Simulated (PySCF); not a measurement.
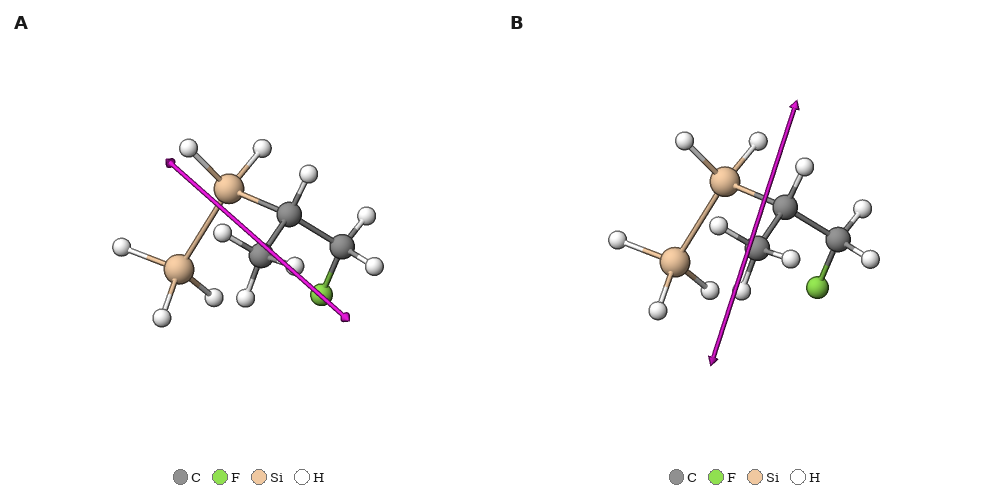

The double arrows show the directions of two transition dipoles from the ground state (lengths mean nothing). The computed structure is the end point of a GFN2-xTB optimisation. No frequency run is at hand to confirm it as a minimum. Method: TDDFT B3LYP/def2-SVPD, vertical, gas phase, core orbitals frozen in the response (PySCF 2.14.0).

Question. One belongs to singlet state 1 and one to singlet state 3. Which is which?

Answer. A: state 1, 7.00 eV (177 nm), oscillator strength 0.018, mainly HOMO → LUMO (weight 0.80).
B: state 3, 7.37 eV (168 nm), oscillator strength 0.019, mainly HOMO−1 → LUMO (weight 0.86).

The geometry is semi-empirical. Around Si such bond lengths and angles can be off by a tenth of an ångström or more and by several degrees, and values that hang on the shape move with them.
